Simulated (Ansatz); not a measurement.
# How cost and error scale: aqueous Cs+ and F-, 4.0 mol of salt per kg of water on CaO(100) at 400 K (152 atoms) repeated

How do plane waves and support functions scale when aqueous Cs+ and F-, 4.0 mol of salt per kg of water on CaO(100) at 400 K (152 atoms) is repeated?

Method: Kohn-Sham DFT, PBE+D3(BJ), PAW (set soft_1), plane waves, in Ansatz 0.2.0.

### Step 1. Starting point

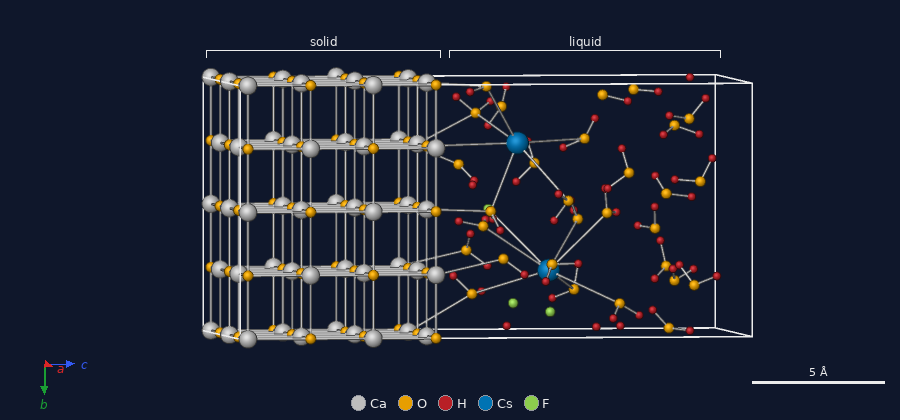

The cell as given, from the side, with the c axis across the page (calcium light grey, oxygen orange, hydrogen red, caesium blue, fluorine green). Bonds to atoms that aren't drawn are left out. Some periodic images of atoms are drawn too.

The cell holds 152 atoms: 32 Ca, 60 O, 56 H, 2 Cs and 2 F. Its edges and angles: a = 9.620 Å, b = 9.620 Å, c = 19.647 Å, α = 90.0°, β = 90.0°, γ = 90.0°. It derives from CaO (CaO(100), 4 layers, 2 x 2 surface cells, a = 4.81 A). 28 H2O, 2 Cs+, 2 F- placed at random, at 1.48 g/cm³, on a fixed slab of CaO(100), 4 layers, 2 x 2 surface cells, a = 4.81 Å, filling the gap to the slab's periodic image; overlaps pushed apart, then 10 ps at 420 K with Joung-Cheatham ions (J. Phys. Chem. B 112, 9020 (2008)); SPC/E water (Berendsen, Grigera and Straatsma, J. Phys. Chem. 91, 6269 (1987)); UFF radii (Rappe et al., J. Am. Chem. Soc. 114, 10024 (1992)) and scaled formal charges on the fixed solid; charges of ions scaled by 0.85. Snapshot after 20 ps at 400 K and fixed volume. Regions: solid, 64 atoms (32 Ca and 32 O); liquid, 88 atoms (28 O, 56 H, 2 Cs and 2 F).

What the set-up can't give: The network of contacts between molecules at the start is that of the classical potential that made the cell, and needn't be the one that DFT or experiment would give. Spin–orbit coupling is left out, which matters for the levels of the heavy elements.

### Step 2. Plane waves, typed cell on a dense mesh

The typed cell on a k-mesh is the yardstick: it samples like Γ on the cell repeated as often as the mesh has points along each axis. Its own convergence isn't tested.

Contents of input.yaml:

```yaml
crystal:
  lattice:
    - [9.62, 0.0, 0.0]
    - [0.0, 9.62, 0.0]
    - [0.0, 0.0, 19.64697]
  atoms:
    - { symbol: Ca, position: [0.0, 0.0, 0.0] }
    - { symbol: O, position: [0.25, 0.0, 0.0] }
    - { symbol: Ca, position: [0.0, 0.25, 0.12241] }
    - { symbol: O, position: [0.25, 0.25, 0.12241] }
    - { symbol: Ca, position: [0.25, 0.0, 0.12241] }
    - { symbol: O, position: [0.0, 0.0, 0.12241] }
    - { symbol: Ca, position: [0.25, 0.25, 0.0] }
    - { symbol: O, position: [0.0, 0.25, 0.0] }
    - { symbol: Ca, position: [0.0, 0.0, 0.24482] }
    - { symbol: O, position: [0.25, 0.0, 0.24482] }
    - { symbol: Ca, position: [0.0, 0.25, 0.36723] }
    - { symbol: O, position: [0.25, 0.25, 0.36723] }
    - { symbol: Ca, position: [0.25, 0.0, 0.36723] }
    - { symbol: O, position: [0.0, 0.0, 0.36723] }
    - { symbol: Ca, position: [0.25, 0.25, 0.24482] }
    - { symbol: O, position: [0.0, 0.25, 0.24482] }
    - { symbol: Ca, position: [0.0, 0.5, 0.0] }
    - { symbol: O, position: [0.25, 0.5, 0.0] }
    - { symbol: Ca, position: [0.0, 0.75, 0.12241] }
    - { symbol: O, position: [0.25, 0.75, 0.12241] }
    - { symbol: Ca, position: [0.25, 0.5, 0.12241] }
    - { symbol: O, position: [0.0, 0.5, 0.12241] }
    - { symbol: Ca, position: [0.25, 0.75, 0.0] }
    - { symbol: O, position: [0.0, 0.75, 0.0] }
    - { symbol: Ca, position: [0.0, 0.5, 0.24482] }
    - { symbol: O, position: [0.25, 0.5, 0.24482] }
    - { symbol: Ca, position: [0.0, 0.75, 0.36723] }
    - { symbol: O, position: [0.25, 0.75, 0.36723] }
    - { symbol: Ca, position: [0.25, 0.5, 0.36723] }
    - { symbol: O, position: [0.0, 0.5, 0.36723] }
    - { symbol: Ca, position: [0.25, 0.75, 0.24482] }
    - { symbol: O, position: [0.0, 0.75, 0.24482] }
    [... 114 atom lines left out ...]
    - { symbol: H, position: [0.99345, 0.95476, 0.7274] }
    - { symbol: H, position: [0.99352, 0.03113, 0.80163] }
    - { symbol: Cs, position: [0.70039, 0.24156, 0.54758] }
    - { symbol: Cs, position: [0.41201, 0.75464, 0.62963] }
    - { symbol: F, position: [0.21886, 0.51855, 0.52555] }
    - { symbol: F, position: [0.99784, 0.89815, 0.59021] }
kpoints:
  mp_grid: { grid: [3, 3, 1] }
hamiltonian:
  xc: pbe
  dispersion: d3bj
  pseudopotentials: { kind: paw, azcp: { folder: soft_1 } }
scf:
  occupations: { method: fixed }
output:
  forces: true
  stress: true
  populations: true
  dos:
    method: { smearing: { sigma: 0.08 } }
    de: 0.1
    projected:
      site_lists:
        Ca: [Ca]
        Cs: [Cs]
        F: [F]
        H: [H]
        O: [O]
        solid: [0, 1, 2, 3, 4, 5, 6, 7, 8, 9, 10, 11, 12, 13, 14, 15, 16, 17, 18, 19, 20, 21, 22, 23, 24, 25, 26, 27, 28, 29, 30, 31, 32, 33, 34, 35, 36, 37, 38, 39, 40, 41, 42, 43, 44, 45, 46, 47, 48, 49, 50, 51, 52, 53, 54, 55, 56, 57, 58, 59, 60, 61, 62, 63]
  eigenvalues: true
```

The run is started by

```console
ansatz run input.yaml --threads 32 --pin off --max-ram 143360MiB --backend cuda --events-out ev --progress --plain --runs-dir out
```

Numbers of over 12 decimals in the logs are rounded to 6 here.

Output:

```text
Engine: ansatz 0.2.0, aarch64-unknown-linux-gnu
Pseudopotentials: kind: paw
Pseudopotential: Ca, paw, valence charge 10, recommended cutoff 420 eV (normal), soft_1/Ca.paw.azcp
Pseudopotential: O, paw, valence charge 6, recommended cutoff 420 eV (normal), soft_1/O.paw.azcp
Pseudopotential: H, paw, valence charge 1, recommended cutoff 420 eV (normal), soft_1/H.paw.azcp
Pseudopotential: Cs, paw, valence charge 9, recommended cutoff 420 eV (normal), soft_1/Cs.paw.azcp
Pseudopotential: F, paw, valence charge 7, recommended cutoff 420 eV (normal), soft_1/F.paw.azcp
Functional definition: PBE
  parameter kappa = 0.804
  parameter beta = 0.066725
  exchange = pbe_x(kappa = kappa, mu = beta*pi^2/3)
  correlation = pbe_c(beta = beta)
device memory: the entry about to start is reckoned to put 35.3 GiB on a device that reports 182.5 GiB free
GPU FFT provider: cuFFT
GPU libraries: cuBLAS 13.8.1, cuFFT 12.4.0, cuSOLVER 12.3.2
GPU matrix products: emulated (plane waves: as basis.precision tells), large ones in fixed point in workspaces of 1.00 GiB
Crystal: 152 atoms, lattice volume = 1818.217 Å³
Basis set: ecut = 420 eV, 35429 PW (Γ), exchange–correlation on 144×144×270 points (8 copies of the dense FFT grid, shifted against one another)
Bands: 536, of which v1, the nominal top of the filled ones, is band 384 counted from 1 (383 counted from 0)
Symmetry: 1 space group operations
Space group: P1 (ITA 1), of the structure as read, at distance tolerance 1.2e-4 Å
k-points: 5 of 9 (time reversal used)
Non-local potential: Ca, projectors of the file, l = 0: 3, l = 1: 2, l = 2: 2
Non-local potential: O, projectors of the file, l = 0: 2, l = 1: 2, l = 2: 1
Non-local potential: H, projectors of the file, l = 0: 2, l = 1: 1
Non-local potential: Cs, projectors of the file, l = 0: 3, l = 1: 2, l = 2: 2, l = 3: 2
Non-local potential: F, projectors of the file, l = 0: 2, l = 1: 2, l = 2: 1
PAW form: soft (Blöchl's): semilocal exchange-correlation on the pseudo side does not see the compensation charge
PAW one-centre angular grid: Ca, 110 points (default); XC on 64 Gauss nodes
PAW one-centre angular grid: O, 110 points (default); XC on 64 Gauss nodes
PAW one-centre angular grid: H, 110 points (default); XC on 64 Gauss nodes
PAW one-centre angular grid: Cs, 194 points (default); XC on 64 Gauss nodes
PAW one-centre angular grid: F, 110 points (default); XC on 64 Gauss nodes
Initial density: superposition of atomic densities (chi_scale 0.1, normalization cell), built separately for each of the 3 bonded fragments (scf.initial_density.interfragment_charge_transfer: auto; true builds it for the cell as a whole; a typed value also counts as a typed key of the start: scf.initial_density.chi_scale says what that changes, if anything)
Initial wavefunctions: pseudopotential atomic-orbital guess
GPU buffer pool allocated for 699840 grid points (all kernels)
GPU transforms: local potential and band sums: pruned to the plane-wave sphere, on 72×72×135
Functional: x = pbe(κ = 0.804, μ = 0.219515), c = pbe(β = 0.066725)
SCF iter   1: F=—  HF=-111166.234356 eV  |F-HF|=—  |Δ(HF+E_count)|=         —  Δρ=6.61e-1  dr2=1.43e5  ethr=3.10e-3  ⟨swp⟩=34.4  Hψ=53756  notcnv=0  defer=749
preconditioner: auto → Resta (q_TF=auto, 2.363 Å⁻¹)  ε∞=1.9  [insulator: Δε(μ)=0.003 eV  Ē_g=19.833 eV  n_scr=402 (ndim 8)  ℏωp=19.1 eV  f_vac=0.076  ε∞_Penn≈1.9]
SCF iter   2: F=—  HF=-227718.539246 eV  |F-HF|=—  |Δ(HF+E_count)|=    1.17e5  Δρ=1.34e0  dr2=9.36e5  ethr=3.10e-3  ⟨swp⟩=46.0  Hψ=97666  notcnv=171  defer=760  recentre
SCF iter   3: F=—  HF=-112418.043754 eV  |F-HF|=—  |Δ(HF+E_count)|=    1.15e5  Δρ=6.93e-1  dr2=1.01e5  ethr=3.10e-3  ⟨swp⟩=34.2  Hψ=68617  notcnv=0  defer=756
SCF iter   4: F=—  HF=-109315.478254 eV  |F-HF|=—  |Δ(HF+E_count)|=    3.10e3  Δρ=5.87e-1  dr2=8.08e4  ethr=3.10e-3  ⟨swp⟩=36.2  Hψ=52114  notcnv=0  defer=746
SCF iter   5: F=—  HF=-107596.981173 eV  |F-HF|=—  |Δ(HF+E_count)|=    1.72e3  Δρ=3.93e-1  dr2=2.83e4  ethr=3.10e-3  ⟨swp⟩=27.0  Hψ=48609  notcnv=0  defer=748
SCF iter   6: F=—  HF=-106509.216606 eV  |F-HF|=—  |Δ(HF+E_count)|=    1.09e3  Δρ=2.33e-1  dr2=1.21e3  ethr=3.10e-3  ⟨swp⟩=16.6  Hψ=37857  notcnv=0  defer=744
SCF iter   7: F=—  HF=-106456.675939 eV  |F-HF|=—  |Δ(HF+E_count)|=    5.25e1  Δρ=1.88e-1  dr2=2.76e3  ethr=3.10e-3  ⟨swp⟩=26.2  Hψ=23893  notcnv=0  defer=738
SCF iter   8: F=—  HF=-106606.992954 eV  |F-HF|=—  |Δ(HF+E_count)|=    1.50e2  Δρ=2.61e-1  dr2=9.46e3  ethr=3.10e-3  ⟨swp⟩=22.0  Hψ=25228  notcnv=0  defer=749  recentre
SCF iter   9: F=—  HF=-106366.562567 eV  |F-HF|=—  |Δ(HF+E_count)|=    2.40e2  Δρ=1.68e-1  dr2=2.88e3  ethr=3.10e-3  ⟨swp⟩=14.8  Hψ=19482  notcnv=0  defer=749
SCF iter  10: F=—  HF=-106279.574375 eV  |F-HF|=—  |Δ(HF+E_count)|=    8.70e1  Δρ=1.65e-1  dr2=2.87e3  ethr=3.10e-3  ⟨swp⟩=18.0  Hψ=19546  notcnv=0  defer=737
[...]
SCF iter  19: F=—  HF=-106173.350761 eV  |F-HF|=—  |Δ(HF+E_count)|=   5.58e-1  Δρ=4.53e-3  dr2=5.03e-1  ethr=2.94e-4  ⟨swp⟩=5.0  Hψ=3543  notcnv=0  defer=750
SCF iter  20: F=—  HF=-106173.250791 eV  |F-HF|=—  |Δ(HF+E_count)|=   1.00e-1  Δρ=2.63e-3  dr2=1.38e-1  ethr=6.55e-5  ⟨swp⟩=5.6  Hψ=5544  notcnv=0  defer=750
SCF iter  21: F=—  HF=-106173.221976 eV  |F-HF|=—  |Δ(HF+E_count)|=   2.88e-2  Δρ=9.81e-4  dr2=1.74e-2  ethr=1.80e-5  ⟨swp⟩=6.2  Hψ=4083  notcnv=0  defer=750
SCF iter  22: F=—  HF=-106173.219706 eV  |F-HF|=—  |Δ(HF+E_count)|=   2.27e-3  Δρ=5.27e-4  dr2=4.46e-3  ethr=2.27e-6  ⟨swp⟩=4.4  Hψ=4402  notcnv=0  defer=750
SCF iter  23: F=—  HF=-106173.218992 eV  |F-HF|=—  |Δ(HF+E_count)|=   7.15e-4  Δρ=1.96e-4  dr2=5.40e-4  ethr=5.81e-7  ⟨swp⟩=2.4  Hψ=3291  notcnv=0  defer=750
SCF iter  24: F=—  HF=-106173.218986 eV  |F-HF|=—  |Δ(HF+E_count)|=   5.59e-6  Δρ=6.92e-5  dr2=6.77e-5  ethr=7.03e-8  ⟨swp⟩=2.4  Hψ=3405  notcnv=0  defer=750
SCF iter  25: F=—  HF=-106173.221936 eV  |F-HF|=—  |Δ(HF+E_count)|=   2.95e-3  Δρ=3.37e-5  dr2=1.36e-5  ethr=8.81e-9  ⟨swp⟩=2.8  Hψ=4947  notcnv=0  defer=750
SCF iter  26: F=—  HF=-106173.221940 eV  |F-HF|=—  |Δ(HF+E_count)|=   4.27e-6  Δρ=1.54e-5  dr2=3.44e-6  ethr=1.78e-9  ⟨swp⟩=3.0  Hψ=3810  notcnv=0  defer=750
SCF iter  27: F=—  HF=-106173.221942 eV  |F-HF|=—  |Δ(HF+E_count)|=   2.04e-6  Δρ=7.34e-6  dr2=7.69e-7  ethr=4.48e-10  ⟨swp⟩=2.8  Hψ=3143  notcnv=0  defer=750
SCF iter  28: F=-106173.221942 eV  HF=-106173.221942 eV  |F-HF|=1.03e-8  |Δ(HF+E_count)|=   1.23e-7  Δρ=2.28e-6  dr2=7.74e-8  ethr=1.30e-11  ⟨swp⟩=24.0  Hψ=28127  notcnv=0
SCF 1 converged in 28 iterations: F = -106173.221942 eV  dr2 = 7.74e-8
  greatest PAW one-centre occupation: 0.995 electrons in one spin orbital (limit 2), on the Ca atom at site 24 (counted from 0), in its partial waves of l = 0
SCF converged after 28 iterations
Free energy (F): -106173.221942 eV
Harris-Foulkes:  -106173.221942 eV  (|F-HF|=1.03e-8)
Internal energy: -106173.221942 eV  (E = F + TS)
E sigma→0 (E₀):  -106173.221942 eV
Fermi energy:    3.896022 eV
--- Per-component energies (eV) ---
  E_band       = -6557.004173
  E_kinetic    = 19748.257409
  E_local      = -112826.395563  (includes V_loc(G=0)·N_el)
  E_nonlocal   = 6289.102442
  E_hartree    = 48540.512987
  E_xc         = -9445.530379
  E_vxc        = -11736.992712  (∫ρ·V_xc dr)
  E_paw        = -48019.441742  (= ΣΔE_a)
  E_vpaw       = -5111.990363  (= ΣTr[D̂ρ^β])
  E_aug_tail   = -0.003408  (compensation charges beyond the density's cutoff)
  E_ewald      = -10440.226098
  E_disp       = -19.497591  (pairwise vdW)
  E_smearing   = -0.000000  (= −TS)
  E_closure    = 0.000000  (closes the sum)
  Σ components = -106173.221942   (vs F -106173.221942, Δ=0.00e0)
--- Forces (eV/Å), atoms counted from 1 ---
[... 152 lines of forces left out ...]
  max |Σ_I F_I| component: 5.15e-5 eV/Å
--- Stress (GPa, compression-positive) ---
       -2.458970      -0.041031       0.204688
       -0.041031      -2.519819      -0.001172
        0.204688      -0.001172      -1.929463
  P = ⅓ Tr σ = -2.3028 GPa (-23.028 kbar)
--- Band table (eV; the first three rows and the last of 5) ---
--- Löwdin populations: 152 sites ---
  site symbol       q [e]
[... 152 lines, one an atom, left out ...]
  spilling = 0.016156 (of n_electrons = 768.000000)
```

It took 12 s on 1 × NVIDIA GB200 with 32 threads of Arm Neoverse V2, shared host; peak memory 2.9 GiB; 56 s of CPU time.

In the SCF lines HF is the Harris–Foulkes energy and dr2 the Hartree energy of the density residual, in eV; the loop may stop once dr2 is under the threshold and the program's other checks hold. Hψ counts applications of the Hamiltonian.

That memory is the host's; the program planned up to 35.3 GiB on the GPU. Forces of this run were stored rounded, and per-atom blocks of the log weren't kept.

Notices of the run: metallic iterate.

The run gave:

| Quantity | Value |
| --- | --- |
| free energy | -106173.2219 eV |
| free energy per atom | -698.5080 eV/atom |
| SCF cycles | 28 |
| pressure | -2.303 GPa |
| r.m.s. force component | 0.5034 eV/Å |
| longest force | 2.465 eV/Å |
| Fermi energy | 3.896 eV |
| gap (highest filled to lowest empty level) | 2.688 eV |
| spilling of the projection | 0.01616 |

The r.m.s. force component of 0.50 eV/Å sets the scale for the differences below.

### Step 3. Plane waves, 152 atoms

The typed cell is solved at Γ alone, the coarsest sampling of the series.

input.yaml, the sections that differ from step 2:

```yaml
kpoints:
  mp_grid: { grid: [1, 1, 1] }
output:
  forces: true
  eigenvalues: true
# crystal, hamiltonian, scf: as in step 2
```

The job ended after 3.7 s (1 × NVIDIA GB200 with 32 threads; peak memory 1.4 GiB; 7.5 s of CPU time).

That memory is the host's; the program planned up to 5.2 GiB on the GPU.

It converged in 26 SCF cycles; the log is left out.

The energy lies 12.0 meV/atom above the dense-mesh reference.

### Step 4. Support functions, 152 atoms

The typed cell is solved at Γ alone, now in support functions.

This step: Kohn-Sham DFT, PBE+D3(BJ), PAW (set soft_1), localised support functions (medium) (Ansatz 0.2.0).

Changes to input.yaml since step 3:

```diff
@@ -15,2 +15,5 @@
   occupations: { method: fixed }
+  eigensolver: { kind: { support_functions: { accuracy: medium } } }
+  mixing: { beta: 0.4 }
+  max_iter: 150
 output:
```

Output:

```text
Warning: scf.eigensolver.kind.support_functions: disabling space-group detection — the functions' gradient is summed over unrotated k-points, so no spatial operation reduces the k-mesh or symmetrises the density; time reversal is kept, so that k and −k are solved as one point where they differ and the mesh holds both, and exact exchange and, on two spinor components, a DFT+U term hold to it where the run has them: [...]
Warning: basis.ecutwfc = 580 eV, auto-derived: no grid that the accuracy of the support functions lays serves the files at the lower one that their records recommend; a deck with other species or settings can derive another value
settings of this run that can trade accuracy for cost: scf.eigensolver.kind.support_functions [...]
[...]
GPU FFT provider: cuFFT
GPU libraries: cuBLAS 13.8.1, cuFFT 12.4.0, cuSOLVER 12.3.2
[...]
Crystal: 152 atoms, lattice volume = 1818.217 Å³
Basis set: ecut = 580 eV, 57529 PW (Γ), exchange–correlation on 160×160×320 points (8 copies of the dense FFT grid, shifted against one another)
Bands: 461, of which v1, the nominal top of the filled ones, is band 384 counted from 1 (383 counted from 0)
Symmetry: 1 space group operations
k-points: 1
[...]
GPU buffer pool allocated for 1024000 grid points (all kernels)
Eigensolver: Support functions (medium, 54×54×108 points, laid for a spacing of at most 0.187498 Å, radius 3.542437 Å, 5 sites without an atom, 2 species' potentials softened for the grid, 4 wholly corrected for its errors in the mean over positions, 5 with the egg-box correction, energy correction by stochastic trace)
[...]
SCF iter   1: F=—  HF=-109795.439967 eV  |F-HF|=—  |Δ(HF+E_count)|=         —  Δρ=5.78e-1  dr2=1.26e5  ethr=1.00e-1
[...]
SCF iter  40: F=—  HF=-106171.794328 eV  |F-HF|=—  |Δ(HF+E_count)|=   2.25e-6  Δρ=1.07e-5  dr2=3.92e-6  ethr=1.29e-9  κ⁻¹=1.3e-5(r=7)
SCF iter  41: F=-106171.794327 eV  HF=-106171.794327 eV  |F-HF|=4.52e-8  |Δ(HF+E_count)|=   6.08e-7  Δρ=6.12e-6  dr2=1.43e-6  ethr=5.10e-10
SCF 1 converged in 41 iterations: F = -106171.831164 eV  dr2 = 1.43e-6
[...]
SCF converged after 41 iterations
Stability not checked: this state was not tested for a lower state beside it, because the mixer in use, unlike msr1, does not test its closes by its own steps (another_mixer; see scf.mixing.algorithm and scf.lower_state_search)
Free energy (F): -106171.831164 eV
[...]
Internal energy: -106171.831164 eV  (E = F + TS)
E sigma→0 (E₀):  -106171.831164 eV
Fermi energy:    3.928088 eV
[...]
Σ components = -106171.831164   (vs F -106171.831164, Δ=0.00e0)
--- Forces (eV/Å), atoms counted from 1 ---
[... 152 lines of forces left out ...]
  max |Σ_I F_I| component: 5.77e-3 eV/Å
--- Band table (eV) ---
[... left out ...]
```

Run time: 6.1 s. Hardware: 1 × NVIDIA GB200 with 32 threads; peak memory 1.4 GiB; 29 s of CPU time.

That memory is the host's; the program planned up to 4.2 GiB on the GPU.

The program notes that the band table was not solved further than the SCF left it and it switched symmetry off.

The energy lies 9.15 meV/atom above the dense-mesh reference, and 2.9 meV/atom below plane waves of the same size, an offset between the two bases that leaves the sampling error alike.

### Step 5. Plane waves, 608 atoms

The cell is repeated and solved at Γ in plane waves, whose cost grows towards the cube of the size.

This step: Kohn-Sham DFT, PBE+D3(BJ), PAW (set soft_1), plane waves (Ansatz 0.2.0).

input.yaml, the sections that differ from step 4:

```yaml
crystal:
  lattice:
    - [9.62, 0.0, 0.0]
    - [0.0, 9.62, 0.0]
    - [0.0, 0.0, 19.64697]
  atoms:
    [... the 152 atom lines of step 2 ...]
  supercell: [2, 2, 1]
scf:
  occupations: { method: fixed }
# kpoints, hamiltonian, output: as in step 4
```

The job ended after 34 s (1 × NVIDIA GB200 with 32 threads; peak memory 2 GiB; 43 s of CPU time).

That memory is the host's; the program planned up to 31.9 GiB on the GPU.

The program repeats the typed cell 2×2×1 times, 608 atoms in all; totals in the log are those of the whole repeated cell, and force differences are taken after averaging over the copies of each atom.

It converged in 28 SCF cycles; the log is left out.

The energy lies 0.0634 meV/atom above the dense-mesh reference.

### Step 6. Support functions, 608 atoms

The repeated cell is solved at Γ in support functions.

This step: Kohn-Sham DFT, PBE+D3(BJ), PAW (set soft_1), localised support functions (medium) (Ansatz 0.2.0).

Changes to input.yaml since step 5:

```diff
@@ -16,2 +16,5 @@
   occupations: { method: fixed }
+  eigensolver: { kind: { support_functions: { accuracy: medium } } }
+  mixing: { beta: 0.4 }
+  max_iter: 150
 output:
```

Elapsed: 18 s, on 1 × NVIDIA GB200 with 32 threads; peak memory 2.7 GiB; 51 s of CPU time.

That memory is the host's; the program planned up to 11.6 GiB on the GPU.

The program repeats the typed cell 2×2×1 times, 608 atoms in all; totals in the log are those of the whole repeated cell, and force differences are taken after averaging over the copies of each atom.

It converged in 39 SCF cycles; the log is left out.

The energy lies 2.76 meV/atom below the dense-mesh reference, and 2.8 meV/atom below plane waves of the same size, an offset between the two bases that leaves the sampling error alike.

(Part 1 of 2 ends here.)

[Logs are printed without paths, hosts, clocks, repeated set-up lines and the standing remarks that a program may print on its own settings, such as how far it seeks lower states.]

[Hosts, paths, dates, database ids (printed as entryN), source tags and the programs' standing remarks are cut or masked in the printed files.]
